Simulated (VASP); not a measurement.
# SnAs: structure and properties in VASP, part 5 of 7

How well does r2SCAN + rVV10 reproduce what experiment finds for SnAs? The cell is relaxed first, and properties follow on it. Left out of this account: 1 further run (core levels: core levels are not valid at this level). The start is a cell from a database of measured crystal structures.

VASP 6.6.1, plane waves and PAW; the level of theory is named at each step.

Still holding for the runs below: This run has no spin polarisation. Its electron count is odd, so without a moment it is a metal by construction.

So far. Step 6 (Band structure (r2SCAN + rVV10)): There is no gap at this level. Step 7 (Density of states (r2SCAN + rVV10)): The finer mesh and the other smearing move the Fermi level by +0.33 eV from the 6×6×6 run, one measure of the sampling error in the zero of the bands above. Of the states within 0.3 eV of the Fermi level, the largest shares in the PAW spheres are As p 22 %, Sn p 16 % and Sn s 14 %. The relaxed cell has a = 5.721 Å (conventional setting).

The database entry behind the starting cell differs from later determinations by our own check (an axis about 0.7 % short against later determinations), so it need not match the best structure at ambient conditions.

**8. Vibrations at Γ (r2SCAN + rVV10)**

Level of this step: r2SCAN with rVV10; plane waves and PAW (Sn_d, As) (VASP).

Zone-centre modes test whether the atoms sit at a minimum within this cell. IBRION = 6 takes the force constants from differences of forces between displaced cells, so the forces must be tight.

File INCAR:

```
SYSTEM = SnAs
PREC = Accurate
ENCUT = 400
EDIFF = 1E-08
NELM = 100
ISMEAR = 1
SIGMA = 0.2
LREAL = .FALSE.
ALGO = Normal
METAGGA = R2SCAN
LUSE_VDW = .TRUE.
IVDW_NL = 2
BPARAM = 11.95
CPARAM = 0.0093
LASPH = .TRUE.
NBANDS = 15
LORBIT = 11
LWAVE = .FALSE.
LCHARG = .FALSE.
KPAR = 2
IBRION = 6
NFREE = 2
POTIM = 0.015
ISIF = 2
NSW = 1
```

File POSCAR:

```
SnAs
1.0
    0.0000000000      2.8606905512      2.8606905512
    2.8606905512      0.0000000000      2.8606905512
    2.8606905512      2.8606905512      0.0000000000
Sn As
1 1
Direct
    0.0000000000      0.0000000000      0.0000000000
    0.5000000000      0.5000000000      0.5000000000
```

File KPOINTS:

```
Automatic mesh
0
Gamma
12 12 12
0 0 0
```

Potentials, in the order of the species: Sn_d and As (PBE family, release 64).

Started as:

```bash
$ mpirun -np 2 vasp_std
```

Log:

```text
[... set-up lines as in an earlier step ...]
 entering main loop
       N       E                     dE             d eps       ncg     rms          rms(c)
Total rVV10 correction in eV:      0.4321812    21.5668747
Total rVV10 correction in eV:      0.4321812    21.5668747
DAV:   1     0.755206301745E+02    0.75521E+02   -0.81996E+03  2216   0.135E+03
DAV:   2    -0.333465838976E+02   -0.10887E+03   -0.10607E+03  2286   0.346E+02
DAV:   3    -0.418464827339E+02   -0.84999E+01   -0.84448E+01  2797   0.872E+01
DAV:   4    -0.420393357846E+02   -0.19285E+00   -0.19282E+00  2497   0.140E+01
DAV:   5    -0.420463265178E+02   -0.69907E-02   -0.69905E-02  3172   0.246E+00    0.363E+00
Total rVV10 correction in eV:      0.4336563    21.5668756
Total rVV10 correction in eV:      0.4336563    21.5668756
DAV:   6    -0.391170307572E+02    0.29293E+01   -0.82501E-01  2713   0.151E+01    0.212E+00
Total rVV10 correction in eV:      0.4371244    21.5668756
Total rVV10 correction in eV:      0.4371244    21.5668756
DAV:   7    -0.391148015298E+02    0.22292E-02   -0.83830E-02  2475   0.181E+00    0.941E-01
Total rVV10 correction in eV:      0.4384168    21.5668756
Total rVV10 correction in eV:      0.4384168    21.5668756
DAV:   8    -0.391175645120E+02   -0.27630E-02   -0.52723E-03  2615   0.751E-01    0.294E-01
Total rVV10 correction in eV:      0.4390257    21.5668756
Total rVV10 correction in eV:      0.4390257    21.5668756
DAV:   9    -0.391179932580E+02   -0.42875E-03   -0.64958E-04  2531   0.231E-01    0.546E-02
Total rVV10 correction in eV:      0.4390383    21.5668756
Total rVV10 correction in eV:      0.4390383    21.5668756
DAV:  10    -0.391180005660E+02   -0.73079E-05   -0.10043E-04  2818   0.127E-01    0.277E-02
Total rVV10 correction in eV:      0.4390941    21.5668756
Total rVV10 correction in eV:      0.4390941    21.5668756
DAV:  11    -0.391180052689E+02   -0.47029E-05   -0.11176E-05  2692   0.412E-02    0.487E-03
Total rVV10 correction in eV:      0.4391177    21.5668756
Total rVV10 correction in eV:      0.4391177    21.5668756
DAV:  12    -0.391180060212E+02   -0.75235E-06   -0.23026E-06  2874   0.248E-02    0.168E-03
Total rVV10 correction in eV:      0.4391251    21.5668756
Total rVV10 correction in eV:      0.4391251    21.5668756
DAV:  13    -0.391180063775E+02   -0.35625E-06   -0.25296E-07  2925   0.561E-03    0.719E-04
Total rVV10 correction in eV:      0.4391209    21.5668756
Total rVV10 correction in eV:      0.4391209    21.5668756
DAV:  14    -0.391180061149E+02    0.26257E-06   -0.57381E-08  2727   0.362E-03    0.194E-04
Total rVV10 correction in eV:      0.4391207    21.5668756
Total rVV10 correction in eV:      0.4391207    21.5668756
DAV:  15    -0.391180061145E+02    0.39427E-09   -0.24119E-09  1521   0.522E-04
Total rVV10 correction in eV:      0.4391212    21.5668756
Total rVV10 correction in eV:      0.4391212    21.5668756
Total rVV10 correction in eV:      0.4391210    21.5668756
Total rVV10 correction in eV:      0.4391210    21.5668756
   1 F= -.39118006E+02 E0= -.39118471E+02  d E =0.139601E-02
 Found     2 degrees of freedom:
 Finite differences POTIM= 0.01500 DOF=   2
 bond charge predicted
       N       E                     dE             d eps       ncg     rms          rms(c)
Total rVV10 correction in eV:      0.4391264    21.5668756
Total rVV10 correction in eV:      0.4391264    21.5668756
DAV:   1    -0.391132985379E+02    0.47076E-02   -0.10975E+00  6157   0.678E+00    0.174E-01
Total rVV10 correction in eV:      0.4391078    21.5668752
Total rVV10 correction in eV:      0.4391078    21.5668752
DAV:   2    -0.391177693870E+02   -0.44708E-02   -0.26449E-02  6147   0.146E+00    0.532E-02
Total rVV10 correction in eV:      0.4391156    21.5668752
Total rVV10 correction in eV:      0.4391156    21.5668752
DAV:   3    -0.391178197230E+02   -0.50336E-04   -0.40925E-04  6394   0.162E-01    0.490E-02
Total rVV10 correction in eV:      0.4391226    21.5668752
Total rVV10 correction in eV:      0.4391226    21.5668752
DAV:   4    -0.391178343375E+02   -0.14615E-04   -0.31085E-05  7022   0.515E-02    0.216E-02
Total rVV10 correction in eV:      0.4391270    21.5668752
Total rVV10 correction in eV:      0.4391270    21.5668752
DAV:   5    -0.391178388150E+02   -0.44775E-05   -0.42478E-06  5789   0.164E-02    0.259E-03
Total rVV10 correction in eV:      0.4391275    21.5668752
Total rVV10 correction in eV:      0.4391275    21.5668752
DAV:   6    -0.391178390019E+02   -0.18698E-06   -0.25045E-07  6066   0.408E-03    0.220E-03
Total rVV10 correction in eV:      0.4391268    21.5668752
Total rVV10 correction in eV:      0.4391268    21.5668752
DAV:   7    -0.391178389722E+02    0.29766E-07   -0.46648E-08  6269   0.260E-03    0.167E-04
Total rVV10 correction in eV:      0.4391266    21.5668752
Total rVV10 correction in eV:      0.4391266    21.5668752
DAV:   8    -0.391178389722E+02   -0.38199E-10   -0.31713E-09  3110   0.493E-04
Total rVV10 correction in eV:      0.4391268    21.5668752
Total rVV10 correction in eV:      0.4391268    21.5668752
Total rVV10 correction in eV:      0.4391267    21.5668752
Total rVV10 correction in eV:      0.4391267    21.5668752
   2 F= -.39117839E+02 E0= -.39118304E+02  d E =0.139619E-02
[...]
3 F= -.39117839E+02 E0= -.39118304E+02  d E =0.139617E-02
[...]
4 F= -.39117855E+02 E0= -.39118320E+02  d E =0.139617E-02
 Finite differences progress:
  Degree of freedom:   2/  2
  Displacement:        1/  2
  Total:               3/  4
 bond charge predicted
       N       E                     dE             d eps       ncg     rms          rms(c)
Total rVV10 correction in eV:      0.4391164    21.5668756
Total rVV10 correction in eV:      0.4391164    21.5668756
DAV:   1    -0.391160578817E+02    0.17968E-02   -0.32927E-01  4967   0.233E+00    0.118E-01
Total rVV10 correction in eV:      0.4391110    21.5668756
Total rVV10 correction in eV:      0.4391110    21.5668756
DAV:   2    -0.391178015909E+02   -0.17437E-02   -0.10470E-02  5611   0.588E-01    0.500E-02
Total rVV10 correction in eV:      0.4391217    21.5668756
Total rVV10 correction in eV:      0.4391217    21.5668756
DAV:   3    -0.391178359638E+02   -0.34373E-04   -0.16570E-04  6164   0.926E-02    0.220E-02
Total rVV10 correction in eV:      0.4391269    21.5668756
Total rVV10 correction in eV:      0.4391269    21.5668756
DAV:   4    -0.391178531925E+02   -0.17229E-04   -0.31244E-05  5702   0.355E-02    0.758E-03
Total rVV10 correction in eV:      0.4391268    21.5668756
Total rVV10 correction in eV:      0.4391268    21.5668756
DAV:   5    -0.391178545893E+02   -0.13969E-05   -0.40911E-06  5870   0.133E-02    0.180E-03
Total rVV10 correction in eV:      0.4391268    21.5668756
Total rVV10 correction in eV:      0.4391268    21.5668756
DAV:   6    -0.391178546552E+02   -0.65892E-07   -0.26566E-07  6168   0.360E-03    0.970E-04
Total rVV10 correction in eV:      0.4391267    21.5668756
Total rVV10 correction in eV:      0.4391267    21.5668756
DAV:   7    -0.391178546737E+02   -0.18525E-07   -0.34518E-08  5744   0.137E-03    0.144E-04
Total rVV10 correction in eV:      0.4391267    21.5668756
Total rVV10 correction in eV:      0.4391267    21.5668756
DAV:   8    -0.391178546730E+02    0.71623E-09   -0.13222E-09  3614   0.313E-04
Total rVV10 correction in eV:      0.4391266    21.5668756
Total rVV10 correction in eV:      0.4391266    21.5668756
Total rVV10 correction in eV:      0.4391266    21.5668756
Total rVV10 correction in eV:      0.4391266    21.5668756
   5 F= -.39117855E+02 E0= -.39118320E+02  d E =0.139618E-02
 Finite differences progress:
  Degree of freedom:   2/  2
  Displacement:        2/  2
  Total:               4/  4
```

Wall time 14 min (2 MPI ranks of AMD EPYC 7R43, shared host); peak memory 0.67 GiB; 28 min of CPU time.

OUTCAR, selected parts (step 8):

```text
   k-points           NKPTS =     72   k-points in BZ     NKDIM =     72   number of bands    NBANDS=     15

   NELECT =      19.0000    total number of electrons

 E-fermi :   7.0587

 k-point     1 :       0.0000    0.0000    0.0000
  band No.  band energies     occupation
    ...
      6      -6.8331      2.00000
      7       4.5408      2.00000
      8       5.7043      2.00000
      9       5.7051      2.00000
     10       5.7052      2.00000
     11      12.7845      0.00000
     12      12.7845      0.00000
     13      12.7919      0.00000
     14      13.3574      0.00000
     15      13.3639      0.00000

  Total        0.0868117      0.0780028      0.0780028      0.0000000     -0.0000000      0.0000000
  in kB        2.9706150      2.6691819      2.6691819      0.0000000     -0.0000000      0.0000000
  external PRESSURE =       2.7696596 kB  Pullay stress =       0.0000000 kB

 POSITION                                       TOTAL-FORCE (eV/Angst)
 -----------------------------------------------------------------------------------
      0.00000      0.00000      0.00000        -0.020272      0.000000      0.000000
      2.84569      2.86069      2.86069         0.020272      0.000000      0.000000
 -----------------------------------------------------------------------------------
    total drift:                                0.000066      0.000001      0.000001

  FREE ENERGIE OF THE ION-ELECTRON SYSTEM (eV)
  ---------------------------------------------------
  free  energy   TOTEN  =       -39.1178546730 eV

  energy  without entropy=      -39.1192508578  energy(sigma->0) =      -39.11832007

 Eigenvectors and eigenvalues of the dynamical matrix
 ----------------------------------------------------

   1 f  =    2.702571 THz    16.980753 2PiTHz   90.148055 cm-1    11.176929 meV
             X         Y         Z           dx          dy          dz
      0.000000  0.000000  0.000000     0.000000    0.629326    0.000000
      2.860691  2.860691  2.860691     0.000000   -0.777141    0.000000

   2 f  =    2.702571 THz    16.980753 2PiTHz   90.148055 cm-1    11.176929 meV
             X         Y         Z           dx          dy          dz
      0.000000  0.000000  0.000000    -0.629326    0.000000    0.000000
      2.860691  2.860691  2.860691     0.777141    0.000000    0.000000

   3 f  =    2.702571 THz    16.980753 2PiTHz   90.148055 cm-1    11.176929 meV
             X         Y         Z           dx          dy          dz
      0.000000  0.000000  0.000000     0.000000    0.000000   -0.629326
      2.860691  2.860691  2.860691     0.000000    0.000000    0.777141

   4 f/i=    0.025255 THz     0.158680 2PiTHz    0.842408 cm-1     0.104445 meV
             X         Y         Z           dx          dy          dz
      0.000000  0.000000  0.000000     0.777141    0.000000    0.000000
      2.860691  2.860691  2.860691     0.629326    0.000000    0.000000

   5 f/i=    0.025255 THz     0.158680 2PiTHz    0.842408 cm-1     0.104445 meV
             X         Y         Z           dx          dy          dz
      0.000000  0.000000  0.000000     0.000000   -0.777141    0.000000
      2.860691  2.860691  2.860691     0.000000   -0.629326    0.000000

   6 f/i=    0.025255 THz     0.158680 2PiTHz    0.842408 cm-1     0.104445 meV
             X         Y         Z           dx          dy          dz
      0.000000  0.000000  0.000000     0.000000    0.000000    0.777141
      2.860691  2.860691  2.860691     0.000000    0.000000    0.629326

 ELASTIC MODULI CONTR FROM IONIC RELAXATION (kBar)
 Direction    XX          YY          ZZ          XY          YZ          ZX
 --------------------------------------------------------------------------------
 XX           0.0000      0.0000      0.0000      0.0000      0.0000      0.0000
 YY           0.0000      0.0000      0.0000      0.0000      0.0000      0.0000
 ZZ           0.0000      0.0000      0.0000      0.0000      0.0000      0.0000
 XY           0.0000      0.0000      0.0000      0.0000      0.0000      0.0000
 YZ           0.0000      0.0000      0.0000      0.0000      0.0000      0.0000
 ZX           0.0000      0.0000      0.0000      0.0000      0.0000      0.0000
 --------------------------------------------------------------------------------

[... 6 parts as in an earlier step ...]

[... 10 further parts left out ...]
```

CONTCAR:

```
SnAs
   1.00000000000000
     0.0000000000000000    2.8606905511999998    2.8606905511999998
     2.8606905511999998    0.0000000000000000    2.8606905511999998
     2.8606905511999998    2.8606905511999998    0.0000000000000000
  Sn              As
     1     1
Direct
     0.0000000000000000    0.0000000000000000    0.0000000000000000
     0.5026217445982943    0.4973782554017057    0.4973782554017057
```

The last energy, forces, stress and levels in OUTCAR belong to the last displaced cell, not to the cell of POSCAR.

This step gave:

| Item | Value |
| --- | --- |
| bands | 15 |
| irreducible k-points | 72 |
| pressure of the cell | 0.2727 GPa |
| largest force of the cell | 0 eV/Å |

The modes at Γ (shares of kinetic energy by element, %):

| mode | frequency (cm⁻¹) | symmetry | Sn % | As % |
| --- | --- | --- | --- | --- |
| 1 | -0.8 | acoustic | 60 | 40 |
| 2 | -0.8 | acoustic | 60 | 40 |
| 3 | -0.8 | acoustic | 60 | 40 |
| 4 | 90.1 | T1u | 40 | 60 |
| 5 | 90.1 | T1u | 40 | 60 |
| 6 | 90.1 | T1u | 40 | 60 |

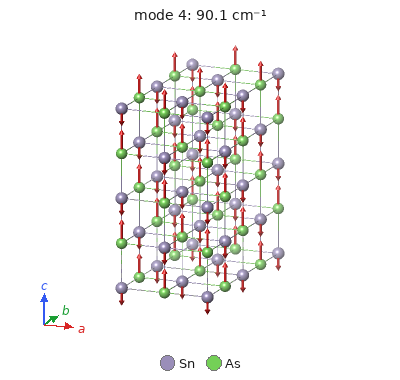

Displacement patterns of mode 4 at Γ; arrows are exaggerated. 1×2×2 conventional cells are drawn. Some periodic images of atoms are drawn too.

The three acoustic modes lie within 0.8 cm⁻¹ of zero, and all others are real. By the characters of their eigenvectors the optical modes sort into (cm⁻¹) infrared active: T1u 90.

[end of part 5 of 7]

[Lines on the potential files, build, host, timing and source positions are cut from VASP's logs without a mark.]

[Logs are printed without paths, hosts, clocks, repeated set-up lines and the standing remarks that a program may print on its own settings, such as how far it seeks lower states.]

[Hosts, paths, dates, database ids (printed as entryN), source tags and the programs' standing remarks are cut or masked in the printed files.]

[A measured line is paired with the nearest computed mode of its activity, which favours agreement.]
